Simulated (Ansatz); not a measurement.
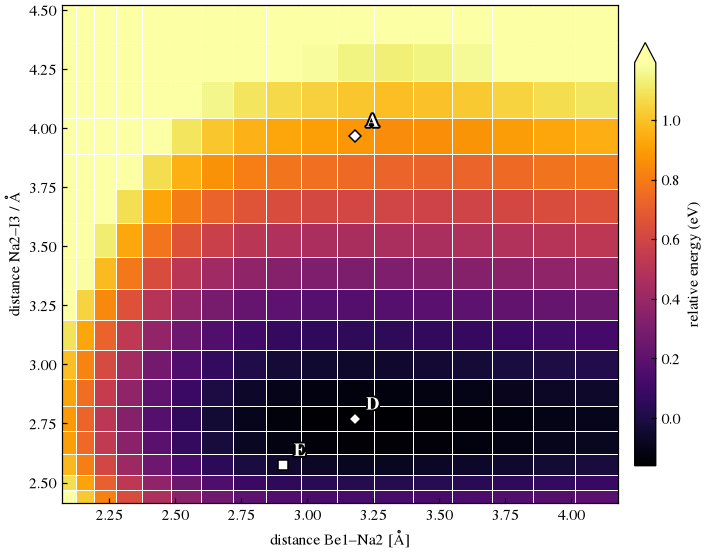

The system Be + NaI. Coordinates scanned: (1) distance Be1–Na2; (2) distance Na2–I3. Nothing is relaxed (the angle Be1–Na2–I3 is fixed at 180 degrees). The grid has 17 × 17 points. Points are written as (first, second). All energies are given in eV relative to Be far from the relaxed NaI (each part in its own basis). The reference is spin-restricted, so regions where a bond is pulled apart into radicals lie too high. All numbers below come from RKS PBE0-D4/def2-SVPD (Ansatz).

In the figure: one coloured cell a grid point, one colour for all values above the top of the scale, lettered points.

Is E the lowest point of the computed grid?

Answer. No. E lies 0.11 eV above the lowest grid point, which is at (3.182 Å, 2.770 Å).

Rank the lettered points by energy, lowest first.

Answer. D (−0.16 eV), E (−0.05 eV), A (0.88 eV).

What kind of point is each of A, D, E: minimum, saddle, maximum or slope?

Answer. A: on a slope; D: minimum; E: on a slope. (In these two coordinates alone; a stationary point may lie a little off the grid point.)
